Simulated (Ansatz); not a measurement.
# Al2H (quartet): correlated methods under varied settings at distance Al1–Al2 = 4.282 Å

What do other methods and options give for Al2H (quartet) at this geometry, and how long do they take?

Program: Ansatz 0.2.0, Gaussian basis. Level of theory: the settings change from run to run. These are calculated values, not measurements.

20 further runs of the same task are left out: 18 that didn't finish, 2 set aside as unsound or not needed.

### Step 1. The geometry

The geometry derives from a PBE0/def2-TZVP stationary point (not a proven minimum). One bond is set to the value named and the two fragments are kept rigid.

3 atoms, charge 0, spin multiplicity 4.

Atoms are counted from 1 here; the program's logs count them from 0.

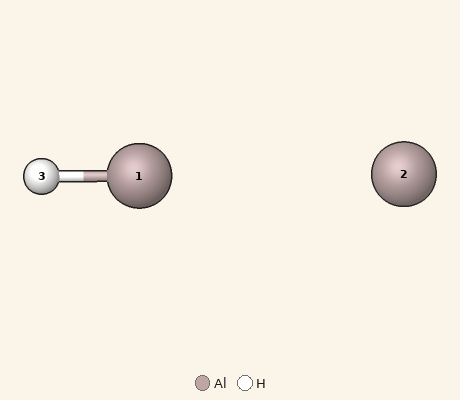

The geometry (aluminium light grey, hydrogen white); atoms are numbered from 1 in the order of the file.

### Step 2. CASCI(3,7)/6-31G

in.yaml

```yaml
crystal:
  periodic: [false, false, false]
  atoms:
    - {symbol: Al, position_ang: [0.000000, 0.000000, 0.899584]}
    - {symbol: Al, position_ang: [0.000000, 0.000000, -3.382416]}
    - {symbol: H, position_ang: [0.000000, 0.000000, 2.482831]}
basis:
  gaussian: {orbitals: 6-31G, fitting: {mean_field: def2-universal-jkfit}}
magnetization: {spin_polarized: false, initial_magnetization: 3}
correlation: {active_space: {window: {electrons: 3, orbitals: 7}, fixed_orbitals: true}}
```

Run with:

```sh
$ ansatz run in.yaml --threads 1 --pin off --events-out ev --progress --plain --max-ram 2393MiB
```

Output:

```text
Functional definition: HF
  name "HF"
  cite "Fock, Z. Phys. 61, 126 (1930) doi:10.1007/BF01340294"
  parent pbe
  exchange = exact_x
  correlation = 0
274 factors; integrals over basis functions are off by at most 9.7e-2 eV
mean field evaluation 1: about -13175.1520 eV, gradient 4.6e0 eV
mean field evaluation 2: about -13175.5718 eV, gradient 2.2e0 eV
mean field evaluation 4: about -13175.7268 eV, gradient 7.1e-1 eV
mean field evaluation 8: about -13175.7448 eV, gradient 3.7e-2 eV
mean field evaluation 16: about -13176.8147 eV, gradient 4.0e-4 eV
mean field evaluation 32: about -13176.6604 eV, gradient 8.1e-4 eV
mean field evaluation 64: about -13176.8132 eV, gradient 2.1e-1 eV
mean field evaluation 96: about -13176.5761 eV, gradient 1.6e0 eV
mean field -13176.81468056 eV, -484.2390079449 hartree, gradient 1.1e-6 eV, S^2 3.750000; 17 other end points of the search recorded, 0 dependent functions left out
reference -13176.81468056 eV, -484.2390079449 hartree; 15, 12 occupied and 13, 16 virtual orbitals, 274 factors
state -13176.82583079 eV, -484.2394177084 hartree
Total energy: -13176.82583079 eV, -484.2394177084 hartree
```

Run time: 0.66 s. Hardware: 1 thread of AMD EPYC 7B13, shared host.

From the report: 12 determinants; active occupations 1.00, 0.99, 0.99, 0.01, 0.01, 0.00, 0.00.

### Step 3. MP2 on UHF/6-31G

in.yaml

```yaml
crystal:
  periodic: [false, false, false]
  atoms:
    - {symbol: Al, position_ang: [0.000000, 0.000000, 0.899584]}
    - {symbol: Al, position_ang: [0.000000, 0.000000, -3.382416]}
    - {symbol: H, position_ang: [0.000000, 0.000000, 2.482831]}
basis:
  gaussian: {orbitals: 6-31G}
magnetization: {spin_polarized: true, initial_magnetization: 3}
correlation: {method: mp2, electrons: outside_noble_gas}
```

Launched as before.

Output (excerpt; [...] marks lines left out):

```text
Functional definition: HF
  name "HF"
  cite "Fock, Z. Phys. 61, 126 (1930) doi:10.1007/BF01340294"
  parent pbe
[...]
308 factors; integrals over basis functions are off by at most 1.5e-4 eV
[...]
mean field -13176.83338124 eV, -484.2396951820 hartree, gradient 1.7e-6 eV, S^2 3.754494; 19 other end points of the search recorded, 0 dependent functions left out
10 core orbitals not correlated: weight in the atoms' cores, before any rotation towards them, 1.000 or more for the frozen orbitals, at most 0.000 for the correlated occupied ones
reference -13176.83338124 eV, -484.2396951820 hartree; 5, 2 occupied and 13, 16 virtual orbitals, 308 factors
second order -0.96181315 eV of doubles, -0.00000000 eV of singles
Total energy: -13177.79519438 eV, -484.2750411632 hartree
```

Run time: 0.78 s. Hardware: 1 thread of AMD EPYC 7B13, shared host.

From the report: ⟨S²⟩ of the determinant 3.754 (pure quartet: 3.75).

### Step 4. CCSDT on UHF/6-31G

in.yaml: that of step 3 with these lines changed.

```diff
@@ -9,2 +9,2 @@
 magnetization: {spin_polarized: true, initial_magnetization: 3}
-correlation: {method: mp2, electrons: outside_noble_gas}
+correlation: {method: ccsdt, electrons: outside_noble_gas}
```

Same command.

Output (excerpt; [...] marks lines left out):

```text
Functional definition: HF
  name "HF"
  cite "Fock, Z. Phys. 61, 126 (1930) doi:10.1007/BF01340294"
  parent pbe
[...]
539 factors; integrals over basis functions are off by at most 6.6e-8 eV
[...]
mean field -13176.83346554 eV, -484.2396982801 hartree, gradient 2.0e-6 eV, S^2 3.754493; 27 other end points of the search recorded, 0 dependent functions left out
determinant -13176.83346554 eV, -484.2396982801 hartree, with singles and doubles -13178.42867962 eV, -484.2983213164 hartree
determinant -13176.76287593 eV, -484.2371041596 hartree, with singles and doubles -13178.33553267 eV, -484.2948982289 hartree
determinant -13176.68668359 eV, -484.2343041429 hartree, with singles and doubles -13178.26371909 eV, -484.2922591286 hartree
determinant -13175.77122968 eV, -484.2006618324 hartree, with singles and doubles -13177.10016819 eV, -484.2494994216 hartree
[...]
determinant -13176.76287593 eV, -484.2371041596 hartree, with singles and doubles -13178.33620376 eV, -484.2949228910 hartree
determinant -13176.68668359 eV, -484.2343041429 hartree, with singles and doubles -13178.26448207 eV, -484.2922871677 hartree
determinant -13175.76040037 eV, -484.2002638623 hartree, with singles and doubles -13178.32250361 eV, -484.2944194199 hartree
10 core orbitals not correlated: weight in the atoms' cores, before any rotation towards them, 1.000 or more for the frozen orbitals, at most 0.000 for the correlated occupied ones
reference -13176.83346554 eV, -484.2396982801 hartree; 5, 2 occupied and 13, 16 virtual orbitals, 539 factors
second order -0.96182515 eV of doubles, -0.00000000 eV of singles
cycle   1  -1.31989097 eV  change   -3.6e-1 eV  update   7.3e-2
[...]
cycle   2  -1.67853983 eV  change    5.4e-9 eV  update   1.4e-7
WARN: these amplitudes may be one of several solutions (largest doubles amplitude 0.76, level shift 0.00 eV)
Total energy: -13178.51200537 eV, -484.3013834812 hartree
```

Run time: 4.7 s. Hardware: 1 thread of AMD EPYC 7B13, shared host.

From the report: ⟨S²⟩ of the determinant 3.754 (pure quartet: 3.75); correlation -1.6785 eV; T1 0.075; largest double amplitude 0.76. The report flags that the cluster equations may have other roots.

### Step 5. CCSD(T) on ROHF/6-31G

in.yaml: that of step 4 with these lines changed.

```diff
@@ -8,3 +8,4 @@
   gaussian: {orbitals: 6-31G}
-magnetization: {spin_polarized: true, initial_magnetization: 3}
-correlation: {method: ccsdt, electrons: outside_noble_gas}
+magnetization: {spin_polarized: false, initial_magnetization: 3}
+correlation: {method: ccsd_t, electrons: outside_noble_gas}
+accuracy: high
```

The command is unchanged.

Output (excerpt; [...] marks lines left out):

```text
Functional definition: HF
  name "HF"
  cite "Fock, Z. Phys. 61, 126 (1930) doi:10.1007/BF01340294"
  parent pbe
[...]
561 factors; integrals over basis functions are off by at most 3.3e-9 eV
[...]
mean field -13176.81509855 eV, -484.2390233056 hartree, gradient 3.1e-8 eV, S^2 3.750000; 23 other end points of the search recorded, 0 dependent functions left out
[...]
determinant -13176.81509855 eV, -484.2390233056 hartree, with singles and doubles -13178.42696141 eV, -484.2982581730 hartree
determinant -13176.74413205 eV, -484.2364153351 hartree, with singles and doubles -13178.33312327 eV, -484.2948096853 hartree
determinant -13176.66096392 eV, -484.2333589624 hartree, with singles and doubles -13178.26074021 eV, -484.2921496568 hartree
determinant -13175.76541342 eV, -484.2004480888 hartree, with singles and doubles -13177.09914790 eV, -484.2494619266 hartree
[...]
determinant -13176.74413205 eV, -484.2364153351 hartree, with singles and doubles -13178.33447254 eV, -484.2948592698 hartree
determinant -13176.66096392 eV, -484.2333589624 hartree, with singles and doubles -13178.26204185 eV, -484.2921974910 hartree
determinant -13175.74536527 eV, -484.1997113329 hartree, with singles and doubles -13178.32113898 eV, -484.2943692706 hartree
10 core orbitals not correlated: weight in the atoms' cores, before any rotation towards them, 1.000 or more for the frozen orbitals, at most 0.000 for the correlated occupied ones
reference -13176.81509855 eV, -484.2390233056 hartree; 5, 2 occupied and 13, 16 virtual orbitals, 561 factors
second order -0.96623085 eV of doubles, -0.00840518 eV of singles
cycle   1  -1.61904233 eV  change   -3.1e-6 eV  update   4.3e-6
[...]
cycle  25  -1.61904146 eV  change  -6.3e-11 eV  update  6.0e-10
perturbative correction -0.02074718 eV, -0.0007624448 hartree
Total energy: -13178.45488719 eV, -484.2992844267 hartree
```

Wall time 3.2 s (1 thread of AMD EPYC 7B13, shared host).

From the report: correlation -1.6398 eV; T1 0.031; largest double amplitude 0.14.

### Step 6. CCSD on ROHF/6-31G

in.yaml: that of step 5 with these lines changed.

```diff
@@ -9,3 +9,3 @@
 magnetization: {spin_polarized: false, initial_magnetization: 3}
-correlation: {method: ccsd_t, electrons: outside_noble_gas}
-accuracy: high
+correlation: {method: ccsd, electrons: outside_noble_gas}
+output: {forces: true}
```

Same command.

Output (excerpt; [...] marks lines left out):

```text
Functional definition: HF
  name "HF"
  cite "Fock, Z. Phys. 61, 126 (1930) doi:10.1007/BF01340294"
  parent pbe
[...]
308 factors; integrals over basis functions are off by at most 1.5e-4 eV
[...]
mean field -13176.81501317 eV, -484.2390201678 hartree, gradient 1.4e-6 eV, S^2 3.750000; 23 other end points of the search recorded, 0 dependent functions left out
[...]
determinant -13176.81501317 eV, -484.2390201678 hartree, with singles and doubles -13178.42687647 eV, -484.2982550519 hartree
determinant -13176.74403740 eV, -484.2364118565 hartree, with singles and doubles -13178.33302597 eV, -484.2948061094 hartree
determinant -13176.66087698 eV, -484.2333557674 hartree, with singles and doubles -13178.26065447 eV, -484.2921465058 hartree
determinant -13175.76530958 eV, -484.2004442724 hartree, with singles and doubles -13177.09905533 eV, -484.2494585249 hartree
[...]
determinant -13175.74528579 eV, -484.1997084117 hartree, with singles and doubles -13178.32105365 eV, -484.2943661348 hartree
10 core orbitals not correlated: weight in the atoms' cores, before any rotation towards them, 1.000 or more for the frozen orbitals, at most 0.000 for the correlated occupied ones
reference -13176.81501317 eV, -484.2390201678 hartree; 5, 2 occupied and 13, 16 virtual orbitals, 308 factors
second order -0.96621914 eV of doubles, -0.00840562 eV of singles
cycle   1  -1.61904179 eV  change   -3.1e-6 eV  update   4.4e-6
[...]
cycle  14  -1.61904132 eV  change   -6.8e-9 eV  update   6.3e-8
[...]
Total energy: -13178.43405449 eV, -484.2985188391 hartree
Atom 0 at     0.000000     0.000000     0.899584 Å, force     0.000000     0.000000    -0.859058 eV/Å
Atom 1 at     0.000000     0.000000    -3.382416 Å, force     0.000000     0.000000     0.151959 eV/Å
Atom 2 at     0.000000     0.000000     2.482831 Å, force    -0.000000     0.000000     0.707099 eV/Å
Dipole moment:    -0.000000    -0.000000    -0.206578 e Å
```

Run time: 2.5 s. Hardware: 1 thread of AMD EPYC 7B13, shared host.

From the report: correlation -1.6190 eV; T1 0.031; largest double amplitude 0.14.

### Step 7. MP2 on ROHF/6-31G

in.yaml: that of step 6 with these lines changed.

```diff
@@ -9,3 +9,3 @@
 magnetization: {spin_polarized: false, initial_magnetization: 3}
-correlation: {method: ccsd, electrons: outside_noble_gas}
+correlation: {method: mp2, electrons: valence}
 output: {forces: true}
```

The command is unchanged.

Output (excerpt; [...] marks lines left out):

```text
Functional definition: HF
  name "HF"
  cite "Fock, Z. Phys. 61, 126 (1930) doi:10.1007/BF01340294"
  parent pbe
[...]
308 factors; integrals over basis functions are off by at most 1.5e-4 eV
[...]
mean field -13176.81501317 eV, -484.2390201678 hartree, gradient 1.4e-6 eV, S^2 3.750000; 17 other end points of the search recorded, 0 dependent functions left out
[...]
10 core orbitals not correlated: weight in the atoms' cores, before any rotation towards them, 1.000 or more for the frozen orbitals, at most 0.000 for the correlated occupied ones
reference -13176.81501317 eV, -484.2390201678 hartree; 5, 2 occupied and 13, 16 virtual orbitals, 308 factors
second order -0.96621914 eV of doubles, -0.00840562 eV of singles
[...]
Total energy: -13177.78963793 eV, -484.2748369672 hartree
Atom 0 at     0.000000     0.000000     0.899584 Å, force    -0.000000    -0.000000    -0.515017 eV/Å
Atom 1 at     0.000000     0.000000    -3.382416 Å, force     0.000000     0.000000     0.086793 eV/Å
Atom 2 at     0.000000     0.000000     2.482831 Å, force    -0.000000     0.000000     0.428224 eV/Å
Dipole moment:     0.000000     0.000000    -0.208196 e Å
```

It took 1.2 s on 1 thread of AMD EPYC 7B13, shared host.

### Step 8. CASCI(7,5)/6-31G

in.yaml: that of step 7 with these lines changed.

```diff
@@ -9,3 +9,4 @@
 magnetization: {spin_polarized: false, initial_magnetization: 3}
-correlation: {method: mp2, electrons: valence}
-output: {forces: true}
+hamiltonian: {pseudopotentials: {relativity: none}}
+correlation: {active_space: {window: {electrons: 7, orbitals: 5}, fixed_orbitals: true}}
+scf: {lower_state_search: light}
```

Same command.

Output (excerpt; [...] marks lines left out):

```text
Functional definition: HF
  name "HF"
  cite "Fock, Z. Phys. 61, 126 (1930) doi:10.1007/BF01340294"
  parent pbe
[...]
308 factors; integrals over basis functions are off by at most 1.5e-4 eV
[...]
mean field -13176.81501317 eV, -484.2390201678 hartree, gradient 1.4e-6 eV, S^2 3.750000; 17 other end points of the search recorded, 0 dependent functions left out
reference -13176.81501317 eV, -484.2390201678 hartree; 15, 12 occupied and 13, 16 virtual orbitals, 308 factors
state -13176.81501317 eV, -484.2390201678 hartree
Total energy: -13176.81501317 eV, -484.2390201678 hartree
```

It took 0.63 s on 1 thread of AMD EPYC 7B13, shared host.

From the report: 3 determinants; active occupations 2.00, 2.00, 1.00, 1.00, 1.00. With so small a space the active step adds no correlation: the energy is the mean field's.

### Step 9. CCSDT on ROHF/6-31G

in.yaml

```yaml
crystal:
  periodic: [false, false, false]
  atoms:
    - {symbol: Al, position_ang: [0.000000, 0.000000, 0.899584]}
    - {symbol: Al, position_ang: [0.000000, 0.000000, -3.382416]}
    - {symbol: H, position_ang: [0.000000, 0.000000, 2.482831]}
basis:
  gaussian: {orbitals: 6-31G, point_charges: [{charge: 1.00, position_ang: [2.890, 0.962, -0.375]}]}
magnetization: {spin_polarized: false, initial_magnetization: 3}
correlation: {method: ccsdt, electrons: outside_noble_gas}
accuracy: high
```

Launched as before.

Output (excerpt; [...] marks lines left out):

```text
Functional definition: HF
  name "HF"
  cite "Fock, Z. Phys. 61, 126 (1930) doi:10.1007/BF01340294"
  parent pbe
[...]
561 factors; integrals over basis functions are off by at most 3.3e-9 eV
[...]
mean field -13177.48457367 eV, -484.2636260624 hartree, gradient 4.6e-8 eV, S^2 3.750000; 26 other end points of the search recorded, 0 dependent functions left out
[...]
determinant -13177.48457367 eV, -484.2636260624 hartree, with singles and doubles -13179.14239701 eV, -484.3245499464 hartree
determinant -13177.24755299 eV, -484.2549157132 hartree, with singles and doubles -13178.93870601 eV, -484.3170644403 hartree
determinant -13177.11703291 eV, -484.2501191887 hartree, with singles and doubles -13178.77758348 eV, -484.3111432967 hartree
determinant -13176.89002323 eV, -484.2417767368 hartree, with singles and doubles -13178.59641810 eV, -484.3044855917 hartree
[...]
determinant -13177.48457367 eV, -484.2636260624 hartree, with singles and doubles -13179.14277813 eV, -484.3245639526 hartree
determinant -13177.24755299 eV, -484.2549157132 hartree, with singles and doubles -13178.94211912 eV, -484.3171898698 hartree
determinant -13177.11703291 eV, -484.2501191887 hartree, with singles and doubles -13178.77750827 eV, -484.3111405326 hartree
determinant -13176.89002323 eV, -484.2417767368 hartree, with singles and doubles -13178.68232749 eV, -484.3076427035 hartree
10 core orbitals not correlated: weight in the atoms' cores, before any rotation towards them, 1.000 or more for the frozen orbitals, at most 0.000 for the correlated occupied ones
reference -13177.48457367 eV, -484.2636260624 hartree; 5, 2 occupied and 13, 16 virtual orbitals, 561 factors
second order -0.98750145 eV of doubles, -0.01552733 eV of singles
cycle   1  -1.37095602 eV  change   -3.7e-1 eV  update   7.4e-2
[...]
cycle  59  -1.68296633 eV  change   8.0e-12 eV  update  6.8e-10
Total energy: -13179.16753999 eV, -484.3254739342 hartree
```

Wall time 5 s (1 thread of AMD EPYC 7B13, shared host).

From the report: correlation -1.6830 eV; T1 0.028; largest double amplitude 0.07.

### Step 10. CASCI(3,5)/6-31G

in.yaml

```yaml
crystal:
  periodic: [false, false, false]
  atoms:
    - {symbol: Al, position_ang: [0.000000, 0.000000, 0.899584]}
    - {symbol: Al, position_ang: [0.000000, 0.000000, -3.382416]}
    - {symbol: H, position_ang: [0.000000, 0.000000, 2.482831]}
basis:
  gaussian: {orbitals: 6-31G}
magnetization: {spin_polarized: false, initial_magnetization: 3}
correlation: {active_space: {window: {electrons: 3, orbitals: 5}, fixed_orbitals: true, states: [{multiplicity: 4, weights: [1, 1, 1]}]}}
output: {forces: true}
```

Same command.

Output (excerpt; [...] marks lines left out):

```text
Functional definition: HF
  name "HF"
  cite "Fock, Z. Phys. 61, 126 (1930) doi:10.1007/BF01340294"
  parent pbe
[...]
539 factors; integrals over basis functions are off by at most 6.6e-8 eV
[...]
mean field -13176.81509853 eV, -484.2390233049 hartree, gradient 1.4e-6 eV, S^2 3.750000; 17 other end points of the search recorded, 0 dependent functions left out
reference -13176.81509853 eV, -484.2390233049 hartree; 15, 12 occupied and 13, 16 virtual orbitals, 539 factors
state -13176.82101240 eV, -484.2392406357 hartree
state -13176.49453225 eV, -484.2272427113 hartree
state -13176.34195237 eV, -484.2216355043 hartree
[...]
Total energy: -13176.55249901 eV, -484.2293729504 hartree
Atom 0 at     0.000000     0.000000     0.899584 Å, force     0.000000     0.000000    -0.168132 eV/Å
Atom 1 at     0.000000     0.000000    -3.382416 Å, force    -0.000000     0.000000    -0.027236 eV/Å
Atom 2 at     0.000000     0.000000     2.482831 Å, force    -0.000000    -0.000000     0.195368 eV/Å
Dipole moment:     0.000000    -0.000000    -0.213433 e Å
```

Run time: 1.1 s. Hardware: 1 thread of AMD EPYC 7B13, shared host.

From the report: 4 determinants; active occupations (of the averaged states) 1.00, 0.66, 0.66, 0.34, 0.34.

### Step 11. The runs in one table

Where basis and cores are those of an earlier FCI/6-31G run (-13178.5197 eV), and the state is the same kind, the miss against it is given. † marks a result that the program doubts.

```tsv
level	correlated	functions	energy (eV)	from FCI (meV)	time
CASCI(3,7)/6-31G		28	-13176.8258	1693.9	0.66 s
MP2 on UHF/6-31G	outside noble gas	28	-13177.7952	724.5	0.78 s
CCSDT on UHF/6-31G †	outside noble gas	28	-13178.5120	7.7	4.7 s
CCSD(T) on ROHF/6-31G	outside noble gas	28	-13178.4549	64.8	3.2 s
CCSD on ROHF/6-31G	outside noble gas	28	-13178.4341	85.6	2.5 s
MP2 on ROHF/6-31G	valence	28	-13177.7896	730.0	1.2 s
CASCI(7,5)/6-31G		28	-13176.8150		0.63 s
CCSDT on ROHF/6-31G (beside a point charge)	outside noble gas	28	-13179.1675		5 s
CASCI(3,5)/6-31G (mean of several states)		28	-13176.5525		1.1 s
```

### Step 12. Outcome

```
quantity                                             value
    runs                                                 9
quickest                          CASCI(7,5)/6-31G, 0.63 s
 slowest  CCSDT on ROHF/6-31G (beside a point charge), 5 s
```

In words: Total energies in different bases, with other cores or another treatment of relativity can't be set against each other. CCSDT on ROHF/6-31G (beside a point charge) took 8 times as long as CASCI(7,5)/6-31G; the jobs differ in more than the method. Among the correlated runs with a miss given, it spans +8 to +730 meV. Hartree-Fock, CASSCF and CASCI lack dynamic correlation by design.
